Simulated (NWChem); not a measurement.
## Energy and gradient calculation of CH₆ClFSi₂ (part 2 of 2)

CH₆ClFSi₂, SMILES F[SiH2]C[SiH2]Cl; HF/def2-SVP, RHF (NWChem 7.3.0). The geometry comes from this level: PBE0-D4/def2-TZVP.

Geometry of the input (Å):
```
F  -2.7904  -0.8896  0.2646
Si -1.4461  -0.5356  -0.5307
C  -0.1536  0.0213  0.6807
Si 1.5002  0.4735  -0.0404
Cl 2.7769  1.0587  1.4641
H  -1.7707  0.5399  -1.4990
H  -1.0156  -1.7610  -1.2468
H  0.0032  -0.7784  1.4136
H  -0.5376  0.8927  1.2234
H  1.3787  1.6083  -0.9861
H  2.1203  -0.6869  -0.7228
```

The program's output, continued
```
 Vector   24  Occ=2.000000D+00  E=-6.658037D-01
              MO Center= -2.4D+00, -7.8D-01,  1.4D-01, r^2= 2.2D+00
   Bfn.  Coefficient  Atom+Function         Bfn.  Coefficient  Atom+Function
  ----- ------------  ---------------      ----- ------------  ---------------
     6      0.448867   1 F  pz                4      0.364292   1 F  px
     9     -0.324089   1 F  pz                7     -0.257615   1 F  px
     5      0.171809   1 F  py

 Vector   25  Occ=2.000000D+00  E=-6.360260D-01
              MO Center= -1.5D+00, -5.1D-01, -2.3D-01, r^2= 3.3D+00
   Bfn.  Coefficient  Atom+Function         Bfn.  Coefficient  Atom+Function
  ----- ------------  ---------------      ----- ------------  ---------------
     6      0.311234   1 F  pz               17     -0.256020   2 Si s
     4     -0.230577   1 F  px                9     -0.220856   1 F  pz
    16     -0.174491   2 Si s                18     -0.174096   2 Si s
    83     -0.172391   6 H  s                88     -0.172426   7 H  s
    38      0.171428   3 C  pz               22     -0.162689   2 Si px

 Vector   26  Occ=2.000000D+00  E=-6.058545D-01
              MO Center= -1.3D-01,  3.2D-02,  7.1D-01, r^2= 2.5D+00
   Bfn.  Coefficient  Atom+Function         Bfn.  Coefficient  Atom+Function
  ----- ------------  ---------------      ----- ------------  ---------------
    37      0.349957   3 C  py               93     -0.267421   8 H  s
    98      0.267740   9 H  s                40      0.206775   3 C  py

 Vector   27  Occ=2.000000D+00  E=-5.361394D-01
              MO Center=  1.7D+00,  6.2D-01,  6.8D-01, r^2= 5.2D+00
   Bfn.  Coefficient  Atom+Function         Bfn.  Coefficient  Atom+Function
  ----- ------------  ---------------      ----- ------------  ---------------
    75      0.323066   5 Cl px               77      0.263524   5 Cl pz
    72      0.250010   5 Cl px               74      0.206070   5 Cl pz
    56     -0.177550   4 Si pz

 Vector   28  Occ=2.000000D+00  E=-5.212125D-01
              MO Center=  1.7D+00,  5.7D-01,  1.6D-01, r^2= 3.6D+00
   Bfn.  Coefficient  Atom+Function         Bfn.  Coefficient  Atom+Function
  ----- ------------  ---------------      ----- ------------  ---------------
    76      0.297386   5 Cl py              108     -0.240817  11 H  s
   103      0.239451  10 H  s                73      0.228211   5 Cl py
    55      0.221751   4 Si py               58      0.190875   4 Si py

 Vector   29  Occ=2.000000D+00  E=-5.121150D-01
              MO Center=  1.3D+00,  4.8D-01,  6.9D-01, r^2= 3.6D+00
   Bfn.  Coefficient  Atom+Function         Bfn.  Coefficient  Atom+Function
  ----- ------------  ---------------      ----- ------------  ---------------
    77      0.260853   5 Cl pz               36      0.254742   3 C  px
    75     -0.232435   5 Cl px               74      0.198466   5 Cl pz
    54     -0.194733   4 Si px               38     -0.185557   3 C  pz
    39      0.172688   3 C  px               72     -0.168799   5 Cl px

 Vector   30  Occ=2.000000D+00  E=-4.869823D-01
              MO Center= -1.4D+00, -5.5D-01, -9.6D-01, r^2= 2.7D+00
   Bfn.  Coefficient  Atom+Function         Bfn.  Coefficient  Atom+Function
  ----- ------------  ---------------      ----- ------------  ---------------
    83      0.315879   6 H  s                88     -0.315285   7 H  s
    23      0.251068   2 Si py               84      0.222647   6 H  s
    89     -0.222391   7 H  s                 5      0.159684   1 F  py

 Vector   31  Occ=2.000000D+00  E=-4.831971D-01
              MO Center=  3.0D-01,  1.2D-01,  2.6D-01, r^2= 5.2D+00
   Bfn.  Coefficient  Atom+Function         Bfn.  Coefficient  Atom+Function
  ----- ------------  ---------------      ----- ------------  ---------------
    77      0.299119   5 Cl pz               38      0.294261   3 C  pz
    74      0.219574   5 Cl pz               41      0.216725   3 C  pz
    35     -0.206982   3 C  s                24     -0.176482   2 Si pz

 Vector   32  Occ=2.000000D+00  E=-4.488634D-01
              MO Center=  2.4D+00,  8.5D-01,  7.4D-01, r^2= 3.0D+00
   Bfn.  Coefficient  Atom+Function         Bfn.  Coefficient  Atom+Function
  ----- ------------  ---------------      ----- ------------  ---------------
    76      0.533612   5 Cl py               73      0.367700   5 Cl py
    70      0.213858   5 Cl py              103     -0.202553  10 H  s
   108      0.202524  11 H  s                75     -0.172452   5 Cl px
   104     -0.172875  10 H  s               109      0.172840  11 H  s

 Vector   33  Occ=2.000000D+00  E=-4.426767D-01
              MO Center=  1.5D+00,  5.8D-01,  8.6D-01, r^2= 4.6D+00
   Bfn.  Coefficient  Atom+Function         Bfn.  Coefficient  Atom+Function
  ----- ------------  ---------------      ----- ------------  ---------------
    75      0.401297   5 Cl px               77     -0.301284   5 Cl pz
    36      0.285371   3 C  px               72      0.274795   5 Cl px
    39      0.214301   3 C  px               74     -0.206366   5 Cl pz
    69      0.160173   5 Cl px

 Vector   34  Occ=0.000000D+00  E= 1.212262D-01
              MO Center=  1.7D-01, -1.4D-02, -5.6D-01, r^2= 5.1D+00
   Bfn.  Coefficient  Atom+Function         Bfn.  Coefficient  Atom+Function
  ----- ------------  ---------------      ----- ------------  ---------------
    35      0.846899   3 C  s                25     -0.703529   2 Si px
    57      0.603897   4 Si px               59      0.591493   4 Si pz
    68     -0.431865   5 Cl s                18     -0.394509   2 Si s
    41     -0.343350   3 C  pz                3     -0.306232   1 F  s
    77      0.304309   5 Cl pz               49      0.291139   4 Si s

 Vector   35  Occ=0.000000D+00  E= 1.503442D-01
              MO Center=  1.2D-01,  8.5D-02,  4.5D-01, r^2= 6.6D+00
   Bfn.  Coefficient  Atom+Function         Bfn.  Coefficient  Atom+Function
  ----- ------------  ---------------      ----- ------------  ---------------
    35      2.498537   3 C  s                94     -0.836372   8 H  s
    99     -0.840138   9 H  s                59     -0.803933   4 Si pz
    27     -0.765579   2 Si pz               57      0.670728   4 Si px
   104     -0.376435  10 H  s               109     -0.377533  11 H  s
    50     -0.311043   4 Si s                41      0.307936   3 C  pz

 Vector   36  Occ=0.000000D+00  E= 1.976860D-01
              MO Center= -2.0D-02, -4.5D-02, -2.7D-01, r^2= 7.1D+00
   Bfn.  Coefficient  Atom+Function         Bfn.  Coefficient  Atom+Function
  ----- ------------  ---------------      ----- ------------  ---------------
    59      1.066242   4 Si pz               25      0.737570   2 Si px
    27     -0.583435   2 Si pz               68     -0.579399   5 Cl s
    49     -0.534167   4 Si s               104      0.517729  10 H  s
   109      0.515611  11 H  s                57      0.451004   4 Si px
     3      0.448246   1 F  s                17      0.439070   2 Si s

 Vector   37  Occ=0.000000D+00  E= 2.034308D-01
              MO Center=  1.2D+00,  3.9D-01,  7.1D-03, r^2= 5.0D+00
   Bfn.  Coefficient  Atom+Function         Bfn.  Coefficient  Atom+Function
  ----- ------------  ---------------      ----- ------------  ---------------
    58      1.641082   4 Si py              104     -1.258223  10 H  s
   109      1.261721  11 H  s                57     -0.530457   4 Si px
    26     -0.497577   2 Si py               84      0.332972   6 H  s
    89     -0.325141   7 H  s                76     -0.301115   5 Cl py
    99     -0.297429   9 H  s                94      0.295836   8 H  s

 Vector   38  Occ=0.000000D+00  E= 2.116774D-01
              MO Center=  1.1D+00,  3.4D-01, -1.2D-01, r^2= 6.9D+00
   Bfn.  Coefficient  Atom+Function         Bfn.  Coefficient  Atom+Function
  ----- ------------  ---------------      ----- ------------  ---------------
    35      1.058349   3 C  s                50     -1.059252   4 Si s
    57     -1.053669   4 Si px              104      1.054988  10 H  s
   109      1.052302  11 H  s                59      0.809022   4 Si pz
    99     -0.765918   9 H  s                94     -0.752822   8 H  s
    39     -0.574050   3 C  px               18     -0.475767   2 Si s

 Vector   39  Occ=0.000000D+00  E= 2.196908D-01
              MO Center= -5.3D-01, -1.1D-01,  6.4D-01, r^2= 5.3D+00
   Bfn.  Coefficient  Atom+Function         Bfn.  Coefficient  Atom+Function
  ----- ------------  ---------------      ----- ------------  ---------------
    94      1.454076   8 H  s                99     -1.359817   9 H  s
    40      0.952225   3 C  py               84     -0.882715   6 H  s
    26      0.844364   2 Si py               89      0.645582   7 H  s
    39     -0.355980   3 C  px               25     -0.326484   2 Si px
    27     -0.207690   2 Si pz               23      0.172586   2 Si py

 Vector   40  Occ=0.000000D+00  E= 2.211578D-01
              MO Center= -1.1D+00, -4.7D-01, -8.8D-01, r^2= 6.2D+00
   Bfn.  Coefficient  Atom+Function         Bfn.  Coefficient  Atom+Function
  ----- ------------  ---------------      ----- ------------  ---------------
    89     -1.370058   7 H  s                18      1.354479   2 Si s
    27     -1.290888   2 Si pz               84     -1.216217   6 H  s
    35     -0.757439   3 C  s                50      0.652068   4 Si s
    99      0.618161   9 H  s                39     -0.457566   3 C  px
    25     -0.424212   2 Si px               26     -0.379898   2 Si py

 Vector   41  Occ=0.000000D+00  E= 2.414713D-01
              MO Center= -8.2D-01, -2.6D-01,  2.0D-01, r^2= 6.6D+00
   Bfn.  Coefficient  Atom+Function         Bfn.  Coefficient  Atom+Function
  ----- ------------  ---------------      ----- ------------  ---------------
    26      1.507773   2 Si py               84     -1.119253   6 H  s
    89      1.102380   7 H  s                40     -1.015884   3 C  py
    94     -0.996845   8 H  s                99      0.877361   9 H  s
    58      0.681636   4 Si py              104     -0.550556  10 H  s
   109      0.468756  11 H  s                25     -0.449942   2 Si px

 Vector   42  Occ=0.000000D+00  E= 2.439409D-01
              MO Center=  6.7D-01,  2.3D-01,  2.5D-02, r^2= 6.6D+00
   Bfn.  Coefficient  Atom+Function         Bfn.  Coefficient  Atom+Function
  ----- ------------  ---------------      ----- ------------  ---------------
    49      0.925169   4 Si s                41      0.916021   3 C  pz
    99     -0.905160   9 H  s                50      0.799435   4 Si s
    94     -0.776992   8 H  s                57     -0.671802   4 Si px
    25      0.571688   2 Si px              109     -0.551019  11 H  s
   104     -0.476798  10 H  s                39     -0.384417   3 C  px

 Vector   43  Occ=0.000000D+00  E= 2.756029D-01
              MO Center= -6.3D-01, -2.6D-01, -4.8D-01, r^2= 6.5D+00
   Bfn.  Coefficient  Atom+Function         Bfn.  Coefficient  Atom+Function
  ----- ------------  ---------------      ----- ------------  ---------------
    18      2.260943   2 Si s                50     -1.658874   4 Si s
    39      0.987222   3 C  px               84     -0.895465   6 H  s
    89     -0.890938   7 H  s                27      0.615488   2 Si pz
    17      0.570124   2 Si s                25      0.570405   2 Si px
    41      0.563055   3 C  pz              109      0.556910  11 H  s

 Vector   44  Occ=0.000000D+00  E= 3.518678D-01
              MO Center=  1.7D-02, -4.7D-02, -4.2D-01, r^2= 8.0D+00
   Bfn.  Coefficient  Atom+Function         Bfn.  Coefficient  Atom+Function
  ----- ------------  ---------------      ----- ------------  ---------------
    50      2.775470   4 Si s                18      2.581183   2 Si s
    17     -1.114317   2 Si s                49     -0.985980   4 Si s
    94     -0.896723   8 H  s                99     -0.894215   9 H  s
    41      0.836156   3 C  pz              109     -0.590437  11 H  s
   104     -0.587028  10 H  s                89     -0.488522   7 H  s

 Vector   45  Occ=0.000000D+00  E= 3.882880D-01
              MO Center=  7.4D-01,  2.3D-01, -5.1D-02, r^2= 7.3D+00
   Bfn.  Coefficient  Atom+Function         Bfn.  Coefficient  Atom+Function
  ----- ------------  ---------------      ----- ------------  ---------------
    50      4.590751   4 Si s                18     -3.267967   2 Si s
    49     -1.620768   4 Si s               104     -1.346968  10 H  s
    17      1.339797   2 Si s               109     -1.337184  11 H  s
    25     -0.894630   2 Si px               89      0.769926   7 H  s
    84      0.757930   6 H  s                57     -0.595933   4 Si px

 Vector   46  Occ=0.000000D+00  E= 4.187300D-01
              MO Center=  8.7D-02, -7.2D-02, -7.7D-01, r^2= 6.1D+00
   Bfn.  Coefficient  Atom+Function         Bfn.  Coefficient  Atom+Function
  ----- ------------  ---------------      ----- ------------  ---------------
    84      0.595054   6 H  s               109     -0.584567  11 H  s
    89     -0.576626   7 H  s               104      0.554870  10 H  s
    23     -0.396808   2 Si py               55     -0.377495   4 Si py
    88      0.305824   7 H  s                83     -0.302386   6 H  s
   108      0.300394  11 H  s               103     -0.298605  10 H  s

 Vector   47  Occ=0.000000D+00  E= 4.782233D-01
              MO Center=  6.2D-01,  2.2D-01,  2.7D-01, r^2= 5.2D+00
   Bfn.  Coefficient  Atom+Function         Bfn.  Coefficient  Atom+Function
  ----- ------------  ---------------      ----- ------------  ---------------
    18      1.431551   2 Si s                50      0.989908   4 Si s
    59      0.889652   4 Si pz               17     -0.807254   2 Si s
    94     -0.642215   8 H  s                99     -0.637570   9 H  s
    56     -0.563148   4 Si pz               68     -0.557783   5 Cl s
    89     -0.482490   7 H  s                84     -0.465643   6 H  s

 Vector   48  Occ=0.000000D+00  E= 4.800992D-01
              MO Center=  3.3D-01,  8.2D-03, -8.2D-01, r^2= 7.3D+00
   Bfn.  Coefficient  Atom+Function         Bfn.  Coefficient  Atom+Function
  ----- ------------  ---------------      ----- ------------  ---------------
   109     -0.689683  11 H  s               104      0.682700  10 H  s
    84     -0.565412   6 H  s                89      0.550518   7 H  s
    23      0.487140   2 Si py               55     -0.480106   4 Si py
    61      0.305869   4 Si d -1            108      0.288836  11 H  s
   103     -0.286753  10 H  s                26     -0.264594   2 Si py

 Vector   49  Occ=0.000000D+00  E= 5.235387D-01
              MO Center=  3.3D-02, -2.5D-02, -2.3D-01, r^2= 5.6D+00
   Bfn.  Coefficient  Atom+Function         Bfn.  Coefficient  Atom+Function
  ----- ------------  ---------------      ----- ------------  ---------------
    39      0.738611   3 C  px               54      0.574773   4 Si px
    22      0.514610   2 Si px               25     -0.516188   2 Si px
   104     -0.434912  10 H  s               109     -0.436688  11 H  s
    56     -0.363475   4 Si pz               49     -0.336597   4 Si s
    24      0.308427   2 Si pz               57     -0.289643   4 Si px

 center of mass
 --------------
 x =   0.64889764 y =   0.27248272 z =   0.68790970

 moments of inertia (a.u.)
 ------------------
         555.175180221683        -665.118534345091        -467.976614491875
        -665.118534345091        2202.837421092805        -181.753493933566
        -467.976614491875        -181.753493933566        2174.666576053356

  Mulliken analysis of the total density
  --------------------------------------

    Atom       Charge   Shell Charges
 -----------   ------   -------------------------------------------------------
    1 F    9     9.47   1.99  1.11  0.83  3.35  2.19  0.01
    2 Si  14    12.97   2.00  1.99  0.89  0.12  5.94  1.14  0.54  0.35
    3 C    6     6.69   1.99  0.84  0.41  2.09  1.34  0.02
    4 Si  14    13.16   2.00  1.99  0.95  0.07  5.94  1.19  0.71  0.31
    5 Cl  17    17.36   2.00  1.99  1.19  0.77  5.94  2.10  3.34  0.02
    6 H    1     1.16   0.76  0.39  0.01
    7 H    1     1.16   0.76  0.39  0.01
    8 H    1     0.89   0.72  0.14  0.03
    9 H    1     0.89   0.72  0.14  0.03
   10 H    1     1.13   0.75  0.37  0.01
   11 H    1     1.13   0.75  0.37  0.01

       Multipole analysis of the density wrt the origin
       ------------------------------------------------

     L   x y z        total         open         nuclear
     -   - - -        -----         ----         -------
     0   0 0 0     -0.000000      0.000000     66.000000

     1   1 0 0      0.054601      0.000000     41.777684
     1   0 1 0     -0.024665      0.000000     17.129421
     1   0 0 1     -0.401512      0.000000     40.708855

     2   2 0 0    -47.716576      0.000000    974.708090
     2   1 1 0     -2.948493      0.000000    336.390874
     2   1 0 1     -1.145827      0.000000    257.526592
     2   0 2 0    -40.095076      0.000000    147.086640
     2   0 1 1     -0.469798      0.000000    101.130574
     2   0 0 2    -40.019070      0.000000    187.867998

                              NWChem Gradients Module
                              -----------------------

                                     CH6ClFSi2

  wavefunction    =   RHF

                         RHF ENERGY GRADIENTS

    atom               coordinates                        gradient
                 x          y          z           x          y          z
   1 F      -5.273091  -1.681100   0.500021    0.007109   0.001874  -0.004196
   2 Si     -2.732733  -1.012137  -1.002878   -0.001413   0.000570   0.009765
   3 C      -0.290262   0.040251   1.286336    0.000637  -0.000144  -0.002889
   4 Si      2.834967   0.894785  -0.076345   -0.003681  -0.000251   0.008278
   5 Cl      5.247580   2.000653   2.766748   -0.004999  -0.002309  -0.006013
   6 H      -3.346138   1.020263  -2.832699   -0.000650   0.002354  -0.001700
   7 H      -1.919206  -3.327807  -2.356110    0.000974  -0.002557  -0.001170
   8 H       0.006047  -1.470963   2.671317    0.000576  -0.000929  -0.000069
   9 H      -1.015917   1.686958   2.311891   -0.000080   0.001090  -0.000271
  10 H       2.605365   3.039246  -1.863459    0.000051   0.002381  -0.001125
  11 H       4.006786  -1.298053  -1.365894    0.001475  -0.002079  -0.000609

                 ----------------------------------------
                 |  Time  |  1-e(secs)   |  2-e(secs)   |
                 ----------------------------------------
                 |  CPU   |       0.01   |       3.70   |
                 ----------------------------------------
                 |  WALL  |       0.01   |       3.70   |
                 ----------------------------------------

 Task  times  cpu:       18.5s     wall:       18.5s
 Total times  cpu:       18.5s     wall:       18.5s
```

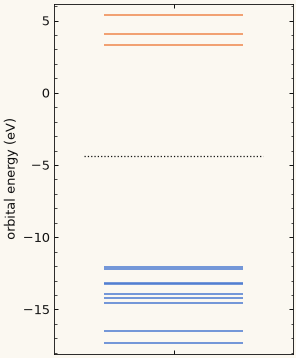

Orbital energies near the frontier; the dotted line parts filled from empty levels, and levels within 0.02 eV of each other stand side by side. Highest filled −12.05 eV, lowest empty 3.30 eV, 15.35 eV apart.

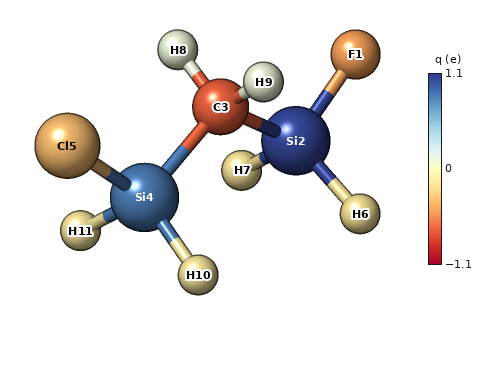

Mulliken charges, as the colour of each atom (ball-and-stick view, seen at a tilt; atoms are numbered from 1 in the order of the input). By element: F −0.47, Si +0.84 to +1.03, C −0.69, Cl −0.36 and H −0.16 to +0.11 e.
